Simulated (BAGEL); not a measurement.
# HF/def2-SVPD (density fitting with qzvpp-jkfit) run of ZnNH3 (SMILES [NH2][ZnH])

What is the vertical singlet–triplet gap of ZnNH3 at HF/def2-SVPD (density fitting with qzvpp-jkfit)? 

The calculation is run with BAGEL 1.2.2.

4 further runs of the same task are left out: 4 that didn't finish.

## Step 1: The molecule

ZnNH3 has 5 atoms, charge 0, and is taken as a singlet. As SMILES, `[NH2][ZnH]`. The shape is that of a PBE0-D4/def2-TZVP optimisation.

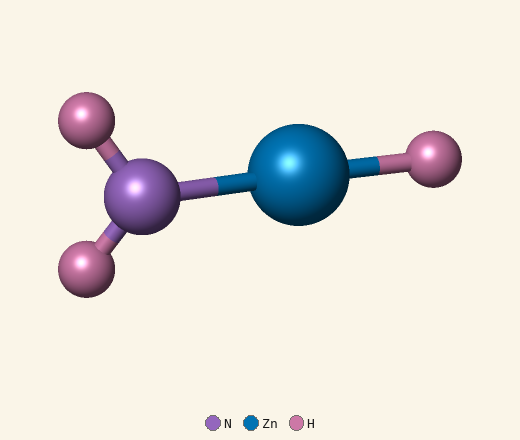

Viewed from a chosen angle; nitrogen purple, zinc blue, hydrogen pink.

## Step 2: A single-point energy at HF/def2-SVPD (density fitting with qzvpp-jkfit)

The input, job.json:

```json
{ "bagel" : [

{
  "title" : "molecule",
  "basis" : "def2-svpd.json",
  "df_basis" : "qzvpp-jkfit",
  "angstrom" : true,
  "geometry" : [
    { "atom" : "N", "xyz" : [   -0.144000,   -0.833800,   -0.065600 ] },
    { "atom" : "Zn", "xyz" : [    0.344900,    0.915600,   -0.097400 ] },
    { "atom" : "H", "xyz" : [   -1.046100,   -1.111100,   -0.422600 ] },
    { "atom" : "H", "xyz" : [    0.073200,   -1.402700,    0.739000 ] },
    { "atom" : "H", "xyz" : [    0.822000,    2.358500,   -0.194900 ] }
  ]
},
{ "title" : "hf" },
{ "title" : "print", "file" : "orbitals.molden", "orbitals" : true }

]}
```

The basis set def2-SVPD is read from a file made from the Basis Set Exchange's data (not shown).

The run is started by

```console
BAGEL_NUM_THREADS=1 BAGEL job.json > job.out
```

Output:

```text
* using 1 threads per process

  ===============================================================
  ===============================================================

  *** Geometry ***

  { "atom" : "N", "xyz" : [     -0.272121,     -1.575654,     -0.123966 ] },
  { "atom" : "Zn", "xyz" : [      0.651767,      1.730233,     -0.184059 ] },
  { "atom" : "H", "xyz" : [     -1.976842,     -2.099675,     -0.798598 ] },
  { "atom" : "H", "xyz" : [      0.138328,     -2.650719,      1.396508 ] },
  { "atom" : "H", "xyz" : [      1.553355,      4.456919,     -0.368308 ] },

  Number of auxiliary basis functions:      395

  Since a DF basis is specified, we compute 2- and 3-index integrals:
    o Being stored without compression. Storage requirement is 0.019 GB

  Number of basis functions:       78
  Number of electrons      :       40

    * METHOD: MOLECULE                             0.12

  *** RHF ***

  === Nuclear Repulsion ===
    93.4421714769

      * DIIS with orbital gradients will be used.

  === RHF iteration (def2-svpd.json) ===
      0      -1833.52675117          0.02367427           0.04
      1      -1833.62566807          0.01822329           0.03
      2      -1833.70647544          0.00137152           0.03
      3      -1833.70755095          0.00034991           0.03
      4      -1833.70759968          0.00018014           0.03
      5      -1833.70761371          0.00002557           0.03
      6      -1833.70761421          0.00000620           0.03
      7      -1833.70761424          0.00000181           0.03
      8      -1833.70761424          0.00000089           0.03
      9      -1833.70761425          0.00000034           0.03
     10      -1833.70761425          0.00000013           0.03
     11      -1833.70761425          0.00000007           0.03
     12      -1833.70761425          0.00000001           0.03
     13      -1833.70761425          0.00000000           0.03
    * SCF iteration converged.

    * Permanent dipole moment:
           (    0.261164,     0.031866,    -0.243772) a.u.

    * METHOD: HF                                   0.61

    * METHOD: PRINT                                0.01

  ===============================================================
```

Run time: 0.9 s. Hardware: 1 thread of Arm Neoverse V2, shared host; peak memory 0.089 GiB.

## Step 3: The triplet, same level

The input, input.json:

```json
{ "bagel": [

{
  "title": "molecule",
  "basis": "def2-svpd.json",
  "df_basis": "qzvpp-jkfit",
  "angstrom": true,
  "geometry": [
    { "atom": "N", "xyz": [   -0.144000,   -0.833800,   -0.065600 ] },
    { "atom": "Zn", "xyz": [    0.344900,    0.915600,   -0.097400 ] },
    { "atom": "H", "xyz": [   -1.046100,   -1.111100,   -0.422600 ] },
    { "atom": "H", "xyz": [    0.073200,   -1.402700,    0.739000 ] },
    { "atom": "H", "xyz": [    0.822000,    2.358500,   -0.194900 ] }
  ]
},
{
  "title": "uhf",
  "nopen": 2
},
{
  "title": "print",
  "file": "orbitals.molden",
  "orbitals": true
}

]}
```

The basis set def2-SVPD is read from a file made from the Basis Set Exchange's data (not shown).

The run is started by

```console
BAGEL_NUM_THREADS=1 BAGEL input.json > input.out
```

Output:

```text
* using 1 threads per process

  ===============================================================
  ===============================================================

  *** Geometry ***

  { "atom" : "N", "xyz" : [     -0.272121,     -1.575654,     -0.123966 ] },
  { "atom" : "Zn", "xyz" : [      0.651767,      1.730233,     -0.184059 ] },
  { "atom" : "H", "xyz" : [     -1.976842,     -2.099675,     -0.798598 ] },
  { "atom" : "H", "xyz" : [      0.138328,     -2.650719,      1.396508 ] },
  { "atom" : "H", "xyz" : [      1.553355,      4.456919,     -0.368308 ] },

  Number of auxiliary basis functions:      395

  Since a DF basis is specified, we compute 2- and 3-index integrals:
    o Being stored without compression. Storage requirement is 0.019 GB

  Number of basis functions:       78
  Number of electrons      :       40

    * METHOD: MOLECULE                             0.12

  *** Open-shell HF ***

  === Nuclear Repulsion ===
    93.4421714769

      * DIIS with orbital gradients will be used.

  === UHF iteration (def2-svpd.json) ===
      0      -1833.23131506          0.04367678           0.07
      1      -1833.30037692          0.05120019           0.07
      2      -1833.36240327          0.03859375           0.07
      3      -1833.51501801          0.00713740           0.07
      4      -1833.53727238          0.00410905           0.07
      5      -1833.54971269          0.00253140           0.07
      6      -1833.55430227          0.00169884           0.07
      7      -1833.55620501          0.00159630           0.07
      8      -1833.55793990          0.00148707           0.07
      9      -1833.55852101          0.00051616           0.07
     10      -1833.55875665          0.00015084           0.07
     11      -1833.55880171          0.00010823           0.07
     12      -1833.55882452          0.00007668           0.07
     13      -1833.55884437          0.00005160           0.07
     14      -1833.55885522          0.00003227           0.07
     15      -1833.55885875          0.00001854           0.07
     16      -1833.55886066          0.00001002           0.07
     17      -1833.55886125          0.00000601           0.07
     18      -1833.55886139          0.00000377           0.07
     19      -1833.55886142          0.00000249           0.07
     20      -1833.55886144          0.00000182           0.06
     21      -1833.55886144          0.00000116           0.07
     22      -1833.55886144          0.00000078           0.07
     23      -1833.55886145          0.00000064           0.07
     24      -1833.55886145          0.00000039           0.07
     25      -1833.55886145          0.00000016           0.07
     26      -1833.55886145          0.00000009           0.07
     27      -1833.55886145          0.00000006           0.07
     28      -1833.55886145          0.00000004           0.07
     29      -1833.55886145          0.00000003           0.07
     30      -1833.55886145          0.00000002           0.06
     31      -1833.55886145          0.00000002           0.07
     32      -1833.55886145          0.00000001           0.07
     33      -1833.55886145          0.00000001           0.07
     34      -1833.55886145          0.00000001           0.07
     35      -1833.55886145          0.00000001           0.07
    * SCF iteration converged.

    * S^2 (UHF) is 2.0110

    * Permanent dipole moment:
           (   -0.418807,     1.572903,     0.800259) a.u.

    * METHOD: UHF                                  2.51

    * METHOD: PRINT                                0.01

  ===============================================================
```

Run time: 2.8 s. Hardware: 1 thread of Arm Neoverse V2, shared host; peak memory 0.088 GiB.

## Step 4: Results

Level: HF/def2-SVPD (density fitting with qzvpp-jkfit).

| quantity | value |
| --- | --- |
| singlet: total energy | -1833.70761 Eh |
| singlet: dipole moment | 0.91 D |
| singlet: HOMO energy | -10.09 eV |
| singlet: LUMO energy | 1.70 eV |
| singlet: HOMO–LUMO gap | 11.79 eV |
| triplet: total energy | -1833.55886 Eh |
| triplet: dipole moment | 4.61 D |
| triplet: ⟨S²⟩ | 2.011 |
| vertical energy of the triplet above the singlet | 4.048 eV |

At this shape the triplet lies 4.05 eV (391 kJ/mol) above the singlet.
